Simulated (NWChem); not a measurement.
**Run report: AlN2H4Br, energy and gradient calculation (part 1 of 2)**

The run: energy and gradient calculation of AlN2H4Br. Method and program: HF/3-21G, RHF (NWChem 7.3.0).

The geometry comes from this level: PBE0-D4/def2-TZVP.

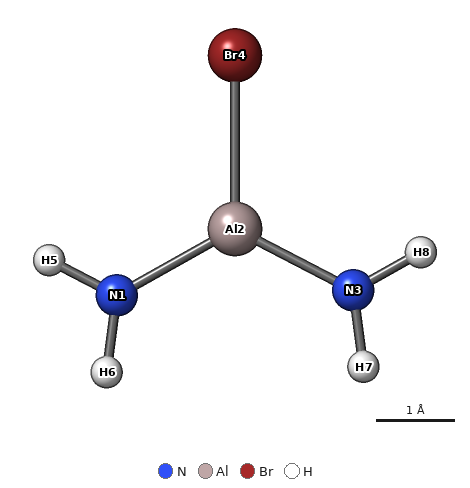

**Figure 1.** The structure as given in the input (ball-and-stick view, seen at a tilt; atoms are numbered from 1 in the order of the input). Sticks mark near contacts. Bond lengths as drawn: Al–Br 2.26 Å, Al–N 1.76 Å and H–N 1.01 Å.

## The input
```
start job
title "AlBrH4N2"
memory total 2200 mb

geometry units angstroms noautosym nocenter noautoz
 N     -0.268900     1.555200    -0.103500
 Al    -0.163200    -0.172000    -0.412200
 N      0.559600    -1.317500     0.708000
 Br    -1.003300    -0.962700    -2.353500
 H     -0.683000     2.210400    -0.745200
 H      0.065800     2.027700     0.719200
 H      0.966100    -1.091800     1.600200
 H      0.619100    -2.306200     0.531100
end

basis spherical bse
 * library 3-21G
end

scf
 singlet
 rhf
 thresh 1e-08
 maxiter 80
 print medium
end

task scf gradient
```

Hardware: 1 thread of Intel Xeon (Sapphire Rapids), 16 GiB of memory available, shared host.

Command:
```bash
nwchem job.nw > job.out
```

## Output
```
Northwest Computational Chemistry Package (NWChem) 7.3.0
             --------------------------------------------------------

           Job information
           ---------------

    nwchem branch   = 7.3.0
    use scalapack   = T
    input           = job.nw
    prefix          = job.
    data base       = ./job.db
    status          = startup
    nproc           =        1

           Memory information
           ------------------

    heap     =     72089596 doubles =      550.0 Mbytes
    stack    =     72089601 doubles =      550.0 Mbytes
    global   =    144179200 doubles =     1100.0 Mbytes (distinct from heap & stack)
    total    =    288358397 doubles =     2200.0 Mbytes
    verify   = yes
    hardfail = no

           Directory information
           ---------------------

  0 permanent = .
  0 scratch   = .

                                NWChem Input Module
                                -------------------

                                     AlBrH4N2
                                     --------

 Scaling coordinates for geometry "geometry" by  1.889725989
 (inverse scale =  0.529177249)

                             Geometry "geometry" -> ""
                             -------------------------

 Output coordinates in angstroms (scale by  1.889725989 to convert to a.u.)

  No.       Tag          Charge          X              Y              Z
 ---- ---------------- ---------- -------------- -------------- --------------
    1 N                    7.0000    -0.26890000     1.55520000    -0.10350000
    2 Al                  13.0000    -0.16320000    -0.17200000    -0.41220000
    3 N                    7.0000     0.55960000    -1.31750000     0.70800000
    4 Br                  35.0000    -1.00330000    -0.96270000    -2.35350000
    5 H                    1.0000    -0.68300000     2.21040000    -0.74520000
    6 H                    1.0000     0.06580000     2.02770000     0.71920000
    7 H                    1.0000     0.96610000    -1.09180000     1.60020000
    8 H                    1.0000     0.61910000    -2.30620000     0.53110000

      Atomic Mass
      -----------

      N                 14.003070
      Al                26.981540
      Br                79.916500
      H                  1.007825

 Effective nuclear repulsion energy (a.u.)     294.6133459587

            Nuclear Dipole moment (a.u.)
            ----------------------------
        X                 Y               Z
 ---------------- ---------------- ----------------
   -64.6932574382   -63.1669257573  -153.8129240323

            XYZ format geometry
            -------------------
     8
 geometry
 N                    -0.26890000     1.55520000    -0.10350000
 Al                   -0.16320000    -0.17200000    -0.41220000
 N                     0.55960000    -1.31750000     0.70800000
 Br                   -1.00330000    -0.96270000    -2.35350000
 H                    -0.68300000     2.21040000    -0.74520000
 H                     0.06580000     2.02770000     0.71920000
 H                     0.96610000    -1.09180000     1.60020000
 H                     0.61910000    -2.30620000     0.53110000

 ==============================================================================
                                internuclear distances
 ------------------------------------------------------------------------------
       center one      |      center two      | atomic units |  angstroms
 ------------------------------------------------------------------------------
    2 Al               |   1 N                |     3.32167  |     1.75775
    3 N                |   2 Al               |     3.32154  |     1.75769
    4 Br               |   2 Al               |     4.26744  |     2.25823
    5 H                |   1 N                |     1.90154  |     1.00625
    6 H                |   1 N                |     1.90114  |     1.00604
    7 H                |   3 N                |     1.90122  |     1.00608
    8 H                |   3 N                |     1.90137  |     1.00616
 ------------------------------------------------------------------------------
                         number of included internuclear distances:          7
 ==============================================================================

 ==============================================================================
                                 internuclear angles
 ------------------------------------------------------------------------------
        center 1       |       center 2       |       center 3       |  degrees
 ------------------------------------------------------------------------------
    2 Al               |   1 N                |   5 H                |   123.54
    2 Al               |   1 N                |   6 H                |   125.81
    5 H                |   1 N                |   6 H                |   110.65
    1 N                |   2 Al               |   3 N                |   123.59
    1 N                |   2 Al               |   4 Br               |   118.21
    3 N                |   2 Al               |   4 Br               |   118.21
    2 Al               |   3 N                |   7 H                |   125.81
    2 Al               |   3 N                |   8 H                |   123.55
    7 H                |   3 N                |   8 H                |   110.64
 ------------------------------------------------------------------------------
                            number of included internuclear angles:          9
 ==============================================================================

 Summary of "ao basis" -> "" (spherical)
 ------------------------------------------------------------------------------
       Tag                 Description            Shells   Functions and Types
 ---------------- ------------------------------  ------  ---------------------
 *                           3-21G                    on all atoms

                      Basis "ao basis" -> "ao basis" (spherical)
                      -----
  [basis functions not shown]

 Summary of "ao basis" -> "ao basis" (spherical)
 ------------------------------------------------------------------------------
       Tag                 Description            Shells   Functions and Types
 ---------------- ------------------------------  ------  ---------------------
 N                           3-21G                   5        9   3s2p
 Al                          3-21G                   7       13   4s3p
 Br                          3-21G                  10       22   5s4p1d
 H                           3-21G                   2        2   2s

                                 NWChem SCF Module
                                 -----------------

                                     AlBrH4N2

  ao basis        = "ao basis"
  functions       =    61
  atoms           =     8
  closed shells   =    33
  open shells     =     0
  charge          =   0.00
  wavefunction    = RHF
  input vectors   = atomic
  output vectors  = ./job.movecs
  use symmetry    = F
  symmetry adapt  = F

 Summary of "ao basis" -> "ao basis" (spherical)
 ------------------------------------------------------------------------------
       Tag                 Description            Shells   Functions and Types
 ---------------- ------------------------------  ------  ---------------------
 N                           3-21G                   5        9   3s2p
 Al                          3-21G                   7       13   4s3p
 Br                          3-21G                  10       22   5s4p1d
 H                           3-21G                   2        2   2s

 Forming initial guess at       0.0s

      Superposition of Atomic Density Guess
      -------------------------------------

 Sum of atomic energies:       -2910.60965549

      Non-variational initial energy
      ------------------------------

 Total energy =   -2911.943932
 1-e energy   =   -4641.012610
 2-e energy   =    1434.455332
 HOMO         =      -0.328656
 LUMO         =       0.004523

 Starting SCF solution at       0.1s

 ----------------------------------------------
         Quadratically convergent ROHF

 Convergence threshold     :          1.000E-08
 Maximum no. of iterations :           80
 Final Fock-matrix accuracy:          1.000E-10
 ----------------------------------------------

              iter       energy          gnorm     gmax       time
             ----- ------------------- --------- --------- --------
                 1    -2911.3516595385  1.01D+00  2.93D-01      0.3
                 2    -2911.4060242187  2.17D-01  6.66D-02      0.7
                 3    -2911.4107503582  8.80D-03  4.42D-03      1.1
                 4    -2911.4107630700  6.35D-05  1.61D-05      1.8
                 5    -2911.4107630706  3.37D-09  1.93D-09      3.1

       Final RHF  results
       ------------------

         Total SCF energy =  -2911.410763070606
      One-electron energy =  -4645.389383398267
      Two-electron energy =   1439.365274368926
 Nuclear repulsion energy =    294.613345958734

        Time for solution =      2.9s

             Final eigenvalues
             -----------------

              1
    1 -486.7403
    2  -64.7490
    3  -58.0860
    4  -57.9367
    5  -57.9357
    6  -57.9357
    7  -15.4409
    8  -15.4409
    9   -9.7445
   10   -7.3239
   11   -7.3176
   12   -7.3175
   13   -4.8899
   14   -3.1956
   15   -3.1946
   16   -3.1929
   17   -3.0518
   18   -3.0494
   19   -3.0493
   20   -3.0432
   21   -3.0432
   22   -1.1073
   23   -1.0951
   24   -0.9774
   25   -0.6395
   26   -0.6299
   27   -0.6123
   28   -0.5378
   29   -0.4518
   30   -0.4298
   31   -0.3988
   32   -0.3904
   33   -0.3808
   34    0.1337
   35    0.1409
   36    0.1983
   37    0.2116
   38    0.3042
   39    0.3429
   40    0.3523
   41    0.3625
   42    0.3779
   43    0.3808

                       ROHF Final Molecular Orbital Analysis
                       -------------------------------------

 Vector   22  Occ=2.000000D+00  E=-1.107277D+00
              MO Center=  1.6D-01,  1.2D-01,  3.2D-01, r^2= 3.4D+00
   Bfn.  Coefficient  Atom+Function         Bfn.  Coefficient  Atom+Function
  ----- ------------  ---------------      ----- ------------  ---------------
     6      0.473833  1 N  s                 28      0.474726  3 N  s
     1     -0.155078  1 N  s                 23     -0.155370  3 N  s

 Vector   23  Occ=2.000000D+00  E=-1.095054D+00
              MO Center=  1.6D-01,  1.4D-01,  3.4D-01, r^2= 3.5D+00
   Bfn.  Coefficient  Atom+Function         Bfn.  Coefficient  Atom+Function
  ----- ------------  ---------------      ----- ------------  ---------------
     6      0.482927  1 N  s                 28     -0.482045  3 N  s
     1     -0.157553  1 N  s                 23      0.157265  3 N  s

 Vector   24  Occ=2.000000D+00  E=-9.774487D-01
              MO Center= -9.2D-01, -8.9D-01, -2.2D+00, r^2= 1.2D+00
   Bfn.  Coefficient  Atom+Function         Bfn.  Coefficient  Atom+Function
  ----- ------------  ---------------      ----- ------------  ---------------
    45      0.690186  4 Br s                 37     -0.396095  4 Br s
    41      0.388242  4 Br s

 Vector   25  Occ=2.000000D+00  E=-6.395238D-01
              MO Center=  1.7D-01,  1.4D-01,  3.5D-01, r^2= 4.0D+00
   Bfn.  Coefficient  Atom+Function         Bfn.  Coefficient  Atom+Function
  ----- ------------  ---------------      ----- ------------  ---------------
     5      0.228524  1 N  pz                 9      0.226212  1 N  pz
    26      0.207730  3 N  py                30      0.203024  3 N  py
    54     -0.159254  5 H  s                 60     -0.159313  8 H  s
    27      0.155305  3 N  pz                31      0.155394  3 N  pz
```
